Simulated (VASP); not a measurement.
Band structure of PbSe (rock salt). These are r2SCAN+rVV10, VASP's PBE PAW potentials (set 64) (plane waves; VASP) values and carry that method's errors.

Unless said otherwise, spin-orbit coupling is left out, though it shifts the bands of the heavy elements here.

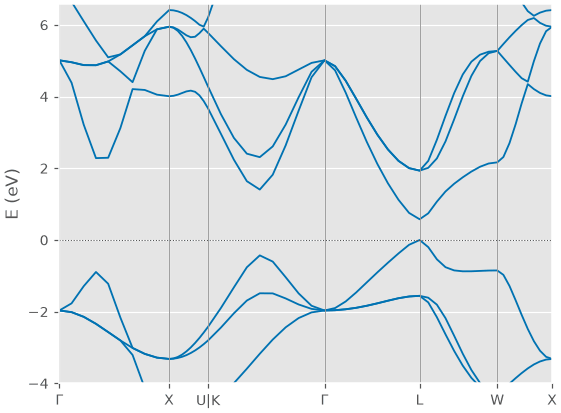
*Bands along high-symmetry lines, zero at the valence-band maximum or, without a gap, the Fermi level*

**Question.** Read the plot: is there a gap, and where are the band edges?

**Answer.** The gap is direct, 0.58 eV, from the valence maximum at L to the conduction minimum at L.

The compound is PbSe in the rock salt structure. It was relaxed first.
